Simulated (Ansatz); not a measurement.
**Cl$_{2}$FHSi···HF: density, localisation and related maps**

Input file:

```
crystal:
  periodic: [false, false, false]
  atoms:
    - { symbol: Si, position_ang: [0.143985, 0.0, -0.133134] }
    - { symbol: H, position_ang: [0.097535, 0.0, 1.336698] }
    - { symbol: F, position_ang: [1.717297, 0.0, -0.520663] }
    - { symbol: Cl, position_ang: [-0.670206, 1.711279, -0.931762] }
    - { symbol: Cl, position_ang: [-0.670206, -1.711279, -0.931762] }
    - { symbol: F, position_ang: [-2.252436, 0.0, 1.311507] }
    - { symbol: H, position_ang: [-1.640069, 0.0, 2.020016] }
basis:
  gaussian: { orbitals: "6-31G*" }
hamiltonian:
  xc: revpbe
relax:
  f_tol: 0.03
  max_steps: 50
output:
  orbitals: {}
```

Run with:

```sh
ansatz run input.yaml --threads 2 --pin off --max-ram 3072MiB --backend cpu --events-out ev --progress --plain --runs-dir out
```

The fields are those of the run's last geometry, not of the input's.

These are results of RKS revPBE/6-31G* in Ansatz, not measurements.

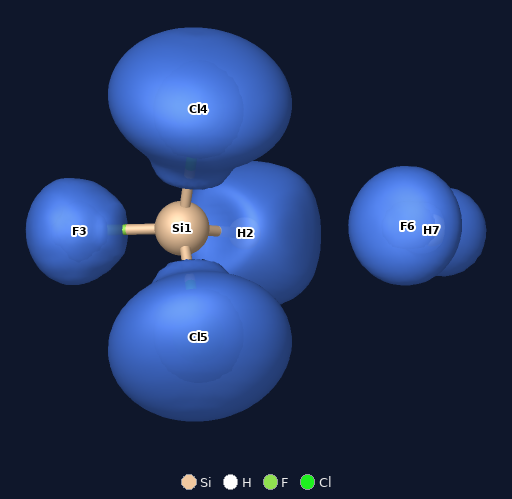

Figure 1. Isosurface of the electron localisation function at 0.75 (blue), seen across its widest extent. Only the valence region is drawn (cores and ρ < 0.01 e/Å³ removed).

**What do the ELF domains correspond to?**

The surface consists of one region around a hydrogen nucleus, two regions on Cl in which the atom's valence shell and bonds are merged, one region wrapped around F (its lone pairs, merged into a ring or cap) and one joined region spread over several atoms (F, H), in which their bonds and any lone pairs are merged. Profiles from the grid: Si1···F6 (3.38 Å): the ELF dips to about 0 between them: a weak contact between the two molecules. Si–F (1.62 Å): the ELF peaks at about 0.85 in the valence shell of F, 0.6 Å from its nucleus, and is about 0.50 at the midpoint.

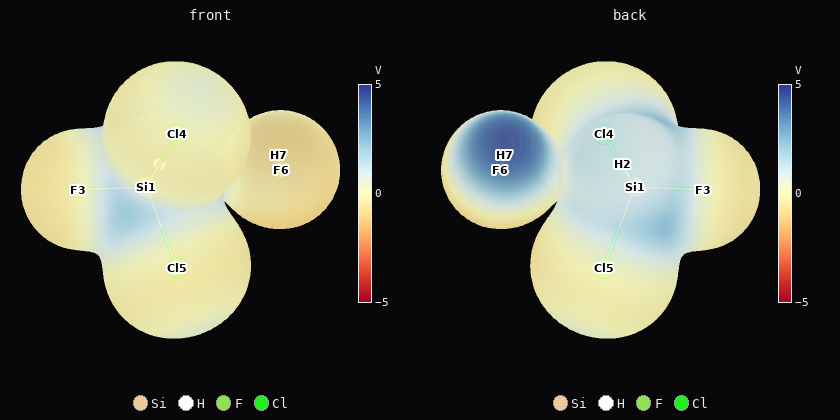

Figure 2. The molecular electrostatic potential painted on the density surface at 0.004 e/bohr³, seen from the front and from behind; red is negative and blue positive.

**Where is the surface potential most negative and most positive?**

The most negative region (about −1.0 V) lies over F6, the most positive (about +4.5 V) over H7. Cl4 shows a σ-hole: about +0.5 V at the tip opposite its bond, against about −0.2 V on its flanks. Cl5 shows a σ-hole: about +0.5 V at the tip opposite its bond, against about −0.2 V on its flanks.

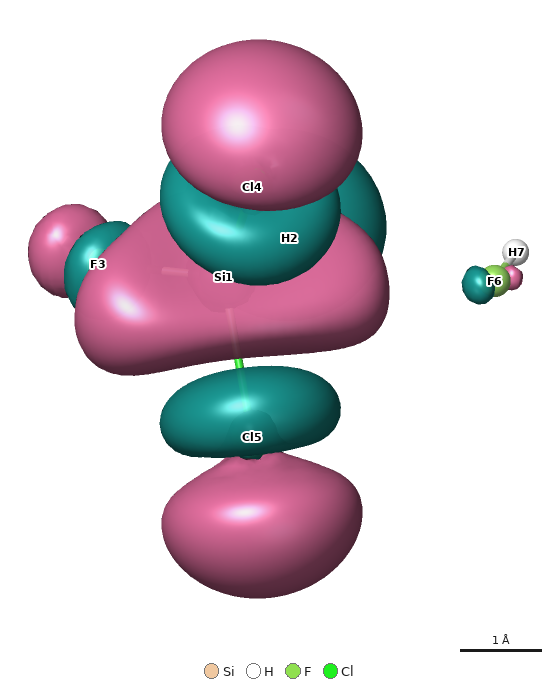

Figure 3. The LUMO at ±0.06 Å⁻³ᐟ² (teal and pink are the two phases), seen at a tilt.

**Describe this orbital and give its energy.**

By Hirshfeld shares it lies mainly on Si1 (about 35 %), Cl4 (about 25 %), Cl5 (about 25 %) and H2 (about 10 %). Its energy is −0.74 eV.
